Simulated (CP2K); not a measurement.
**One shape, several levels: C3H5ClSi (SMILES C=C1[SiH2]C1Cl)**

Aim: a comparison of 3 runs (AM1, PM3, GFN2-xTB) of C3H5ClSi. 

The calculation is run with CP2K 2026.2.

2 further runs of the same task are left out: 2 set aside as unsound or not needed.

### Step 1. The structure to begin with

C3H5ClSi: 10 atoms, total charge 0, spin state singlet. SMILES: `C=C1[SiH2]C1Cl`. The shape is that of a GFN2-xTB optimisation.

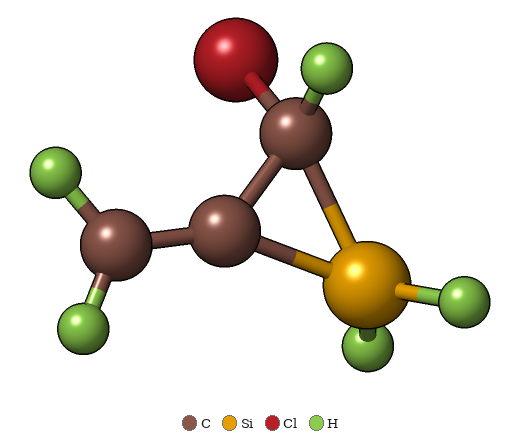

The structure, seen from a chosen angle (carbon brown, silicon amber, chlorine red, hydrogen green).

### Step 2. Energy and gradient at AM1 (run 1)

Input file molecule.inp:

```
&FORCE_EVAL
  METHOD QS
  &DFT
    &QS
      METHOD AM1
      EPS_DEFAULT 1.0E-10
      &SE
        &COULOMB
          CUTOFF [angstrom] 50
          RC_RANGE [angstrom] 0
        &END COULOMB
        &EXCHANGE
          CUTOFF [angstrom] 50
          RC_RANGE [angstrom] 0
        &END EXCHANGE
      &END SE
    &END QS
    # isolated system
    &POISSON
      PERIODIC NONE
      POISSON_SOLVER ANALYTIC
    &END POISSON
    # SCF settings
    &SCF
      SCF_GUESS ATOMIC
      EPS_SCF 1.0E-06
      MAX_SCF 150
      ADDED_MOS 2
      &DIAGONALIZATION
        ALGORITHM STANDARD
      &END DIAGONALIZATION
      &MIXING
        METHOD DIRECT_P_MIXING
        ALPHA 0.4
      &END MIXING
    &END SCF
    # extra output
    &PRINT
      &MOMENTS
        PERIODIC F
        REFERENCE COM
        MAX_MOMENT 1
      &END MOMENTS
      &MO ON
        ENERGIES T
        OCCUPATION_NUMBERS T
        NDIGITS 6
        &EACH
          QS_SCF 0
        &END EACH
        ADD_LAST NUMERIC
      &END MO
      &HIRSHFELD OFF
      &END HIRSHFELD
    &END PRINT
  &END DFT
  # atoms, cell and kinds
  &SUBSYS
    # vacuum box
    &CELL
      ABC 10.5 12.3 11.5
      PERIODIC NONE
    &END CELL
    &COORD
      C     -0.091190     1.740620     0.254200
      C      0.098640     0.440920     0.174840
      Si     0.048630    -1.291990     0.851100
      C      0.205060    -0.573540    -0.919920
      Cl    -1.105150    -0.587520    -2.121310
      H     -0.200720     2.246440     1.200280
      H     -0.133010     2.362030    -0.629710
      H      1.259020    -1.896120     1.377270
      H     -1.233100    -1.829390     1.261270
      H      1.151840    -0.611430    -1.448030
    &END COORD
    &TOPOLOGY
      &CENTER_COORDINATES
      &END CENTER_COORDINATES
    &END TOPOLOGY
  &END SUBSYS
  # extra output
  &PRINT
    &FORCES ON
    &END FORCES
  &END PRINT
&END FORCE_EVAL
&GLOBAL
  PROJECT_NAME molecule
  RUN_TYPE ENERGY_FORCE
  PRINT_LEVEL HIGH
&END GLOBAL
```

The run is started by

```sh
OMP_NUM_THREADS=1 cp2k.psmp -i molecule.inp > molecule.out 2>&1
```

The log of the run:

```text
CP2K| version string:                                       CP2K version 2026.2
[...]
 GLOBAL| Method name                                                        CP2K
[...]
 GLOBAL| Run type                                                   ENERGY_FORCE
[...]
                             - Atoms:                                         10
[...]
                             - Spherical basis functions:                     25
[...]
 Number of electrons:                                                         28
[...]
     1 P_Mix/Diag. 0.40E+00    0.0     0.89478340       -27.0373003630 -2.70E+01
[...]
    17 DIIS/Diag.  0.91E-07    0.0     0.00000028       -33.3929201076 -2.67E-12
  *** SCF run converged in    17 steps ***
  Core-core repulsion energy [eV]:                           1817.33361325517876
  Core Hamiltonian energy [eV]:                             -1422.76034974537015
  Two-electron integral energy [eV]:                        -2606.48166129563924
  Electronic energy [eV]:                                   -2726.00118039318977
  Total energy [eV]:                                         -908.66756713801112
  Atomic reference energy [eV]:                               910.11530562778455
  Heat of formation [kcal/mol]:                                33.38564533664029
[...]
 *** WARNING in qs_scf_post_se.F:661 :: TOT_DENSITY_CUBE  not implemented ***
 *** for Semi-Empirical calculations!                                     ***
[...]
 SE_DIPOLE| Moment [Debye]         -0.83469436       0.05960665      -1.84500479
 SE_DIPOLE| Derivative [a.u.]       0.00000000       0.00000000       0.00000000
[...]
 *** WARNING in qs_scf_post_se.F:154 :: DFT+U not available for ***
 *** Semi-Empirical method.                                     ***
[...]
 ENERGY| Total FORCE_EVAL ( QS ) energy [hartree]            -33.392920107555646
[...]
```

It took 0.95 s on 1 thread of Intel Xeon 6975P-C (Granite Rapids), shared host; peak memory 0.18 GiB.

### Step 3. Energy and gradient at PM3 (run 2)

Input file run.inp:

```
&GLOBAL
    PROJECT_NAME run
    RUN_TYPE ENERGY_FORCE
    PRINT_LEVEL LOW
&END
&FORCE_EVAL
    METHOD Quickstep
    &DFT
        CHARGE 0
        MULTIPLICITY 1
        &QS
            METHOD PM3
            EPS_DEFAULT 1.0E-08
            &SE
                &COULOMB
                    CUTOFF [angstrom] 50
                    RC_RANGE [angstrom] 0
                &END
                &EXCHANGE
                    CUTOFF [angstrom] 50
                    RC_RANGE [angstrom] 0
                &END
            &END
        &END
        # isolated system
        &POISSON
            PERIODIC NONE
            POISSON_SOLVER ANALYTIC
        &END
        # SCF settings
        &SCF
            SCF_GUESS ATOMIC
            EPS_SCF 1.0E-06
            MAX_SCF 66
            &DIAGONALIZATION
                ALGORITHM STANDARD
            &END
            &MIXING
                METHOD DIRECT_P_MIXING
                ALPHA 0.2
            &END
        &END
        # extra output
        &PRINT
            &MOMENTS
                PERIODIC F
                REFERENCE COM
                MAX_MOMENT 1
            &END
            &MO ON
                ENERGIES T
                OCCUPATION_NUMBERS T
                NDIGITS 6
                &EACH
                    QS_SCF 0
                &END
                ADD_LAST NUMERIC
            &END
            &HIRSHFELD OFF
            &END
        &END
    &END
    &SUBSYS
        # box in angstrom
        &CELL
            ABC [angstrom] 12.5 14.3 13.5
            PERIODIC NONE
        &END
        &COORD
            UNIT bohr
            C     -0.1723241     3.2892951     0.4803684
            C      0.1864026     0.8332180     0.3303997
            Si     0.0918974    -2.4415073     1.6083459
            C      0.3875072    -1.0838335    -1.7383969
            Cl    -2.0884308    -1.1102519    -4.0086949
            H     -0.3793058     4.2451564     2.2682005
            H     -0.2513525     4.4635898    -1.1899794
            H      2.3792030    -3.5831475     2.6026631
            H     -2.3302213    -3.4570461     2.3834549
            H      2.1766621    -1.1554352    -2.7363801
        &END
        &TOPOLOGY
            &CENTER_COORDINATES
            &END
        &END
    &END
    &PRINT
        &FORCES ON
        &END
    &END
&END
```

The run is started by

```sh
OMP_NUM_THREADS=1 cp2k.psmp -i run.inp -o run.out
```

The log of the run:

```text
CP2K| version string:                                       CP2K version 2026.2
[...]
 GLOBAL| Method name                                                        CP2K
[...]
 GLOBAL| Run type                                                   ENERGY_FORCE
[...]
                             - Atoms:                                         10
[...]
                             - Spherical basis functions:                     25
[...]
 Number of electrons:                                                         28
[...]
     1 P_Mix/Diag. 0.20E+00    0.0     0.90212297       -23.7756209041 -2.38E+01
[...]
    25 DIIS/Diag.  0.65E-07    0.0     0.00000017       -30.1186971232 -1.24E-12
  *** SCF run converged in    25 steps ***
  Core-core repulsion energy [eV]:                           1739.74868776855237
  Core Hamiltonian energy [eV]:                             -1217.30555035449106
  Two-electron integral energy [eV]:                        -2684.02913218468302
  Electronic energy [eV]:                                   -2559.32011644683280
  Total energy [eV]:                                         -819.57142867828031
  Atomic reference energy [eV]:                               821.52513362778427
  Heat of formation [kcal/mol]:                                45.05351000703609
[...]
 SE_DIPOLE| Moment [Debye]         -0.78350724       0.06904853      -1.34332189
 SE_DIPOLE| Derivative [a.u.]       0.00000000       0.00000000       0.00000000
 ENERGY| Total FORCE_EVAL ( QS ) energy [hartree]            -30.118697123182706
[...]
```

Run time: 0.94 s. Hardware: 1 thread of Intel Xeon 6975P-C (Granite Rapids), shared host; peak memory 0.18 GiB.

### Step 4. Energy and gradient at GFN2-xTB (run 3)

Input file job.inp:

```
&global
  project_name job
  run_type ENERGY_FORCE
  print_level MEDIUM
&end global

&force_eval
  method QUICKSTEP
  &dft
    &qs
      method XTB
      eps_default 1.0E-10
      &xtb
        gfn_type TBLITE
        &tblite
          method GFN2
        &end tblite
        check_atomic_charges F
      &end xtb
    &end qs
    &poisson
      periodic NONE
      poisson_solver ANALYTIC
    &end poisson
    &scf
      scf_guess ATOMIC
      eps_scf 1.0E-06
      max_scf 150
      added_mos 2
      &diagonalization
        algorithm STANDARD
      &end diagonalization
      &mixing
        method DIRECT_P_MIXING
        alpha 0.4
      &end mixing
    &end scf
    &print
      &moments
        periodic F
        reference COM
        max_moment 1
      &end moments
      &mo ON
        energies T
        occupation_numbers T
        ndigits 6
        &each
          qs_scf 0
        &end each
        add_last NUMERIC
      &end mo
      &hirshfeld OFF
      &end hirshfeld
    &end print
  &end dft
  &subsys
    &cell
      abc 18.5 20.3 19.5
      periodic NONE
    &end cell
    &coord
      C     -0.091190     1.740620     0.254200
      C      0.098640     0.440920     0.174840
      Si     0.048630    -1.291990     0.851100
      C      0.205060    -0.573540    -0.919920
      Cl    -1.105150    -0.587520    -2.121310
      H     -0.200720     2.246440     1.200280
      H     -0.133010     2.362030    -0.629710
      H      1.259020    -1.896120     1.377270
      H     -1.233100    -1.829390     1.261270
      H      1.151840    -0.611430    -1.448030
    &end coord
    &topology
      &center_coordinates
      &end center_coordinates
    &end topology
  &end subsys
  &print
    &forces ON
    &end forces
  &end print
&end force_eval
```

The run is started by

```sh
OMP_NUM_THREADS=1 cp2k.psmp job.inp > job.out
```

The log of the run:

```text
CP2K| version string:                                       CP2K version 2026.2
[...]
 GLOBAL| Method name                                                        CP2K
[...]
 GLOBAL| Run type                                                   ENERGY_FORCE
[...]
                             - Atoms:                                         10
[...]
                             - Spherical basis functions:                     35
[...]
 Number of electrons:                                                         28
[...]
  *** SCF run converged in    25 steps ***
[...]
  Fermi energy:                                                -0.28102643659541
[...]
 ENERGY| Total FORCE_EVAL ( QS ) energy [hartree]            -15.153090611058992
 FORCES| Atomic forces [hartree/bohr]
 FORCES|   Atom     x               y               z               |f|
 FORCES|      1  1.14025319E-04 -1.84656087E-06 -7.84382059E-05   1.38411471E-04
 FORCES|      2 -5.28085404E-05  6.94042330E-05  1.55989522E-05   8.85946771E-05
 FORCES|      3 -3.07310302E-05 -1.42586076E-04 -1.37340373E-04   2.00343613E-04
 FORCES|      4  1.44193575E-04  1.41620476E-04  8.14603423E-05   2.17908085E-04
 FORCES|      5 -7.59989484E-05 -7.16957217E-05 -1.57942703E-05   1.05667287E-04
 FORCES|      6 -3.85970085E-05  3.02918925E-05  2.07066715E-05   5.32549910E-05
 FORCES|      7  8.92891384E-06 -2.88533752E-05  3.48042433E-05   4.60822972E-05
 FORCES|      8  7.07239117E-06  2.26442374E-05  6.48748796E-05   6.90762637E-05
 FORCES|      9  1.36122480E-06 -1.25452740E-05  1.32157847E-05   1.82727611E-05
 FORCES|     10 -7.74458955E-05 -6.43383083E-06  9.11975561E-07   7.77180327E-05
 FORCES| Sum    -7.39696932E-17 -2.13249015E-16 -3.73372123E-17
 FORCES| Total atomic force                                       2.28780955E-16
[...]
```

Wall time 0.9 s (1 thread of Intel Xeon 6975P-C (Granite Rapids), shared host); peak memory 0.19 GiB.

### Step 5. Overview of the runs

| run | level | iteration cap | cell | energy (Eh) | dipole moment (D) | HOMO energy (eV) | LUMO energy (eV) | wall time |
| --- | --- | --- | --- | --- | --- | --- | --- | --- |
| 1 | AM1 | 150 | (10.5, 12.3, 11.5) | -33.392920 | 2.03 | -9.92 | -0.04 | 0.95 s |
| 2 | PM3 | 66 | (12.5, 14.3, 13.5) | -30.118697 | 1.56 | -9.26 | – | 0.94 s |
| 3 | GFN2-xTB | 150 | (18.5, 20.3, 19.5) | -15.153091 | 3.62 | -9.85 | -6.75 | 0.9 s |

### Step 6. Outcome

| quantity | value |
| --- | --- |
| run 3: total energy | -15.15309 Eh |
| run 3: dipole moment (from atomic charges alone) | 3.62 D |
| run 3: HOMO energy | -9.85 eV |
| run 3: LUMO energy | -6.75 eV |
| run 3: HOMO–LUMO gap | 3.10 eV |
| run 3: largest force on an atom | 0.011 eV/Å |

In words: The dipole moment (its size) runs from 1.56 D (PM3) to 3.62 D (GFN2-xTB). Some of these are taken from atomic charges alone. Force-field and semi-empirical energies have zeros of their own, so their totals don't compare. All runs together took 2.8 s, the longest 0.95 s.
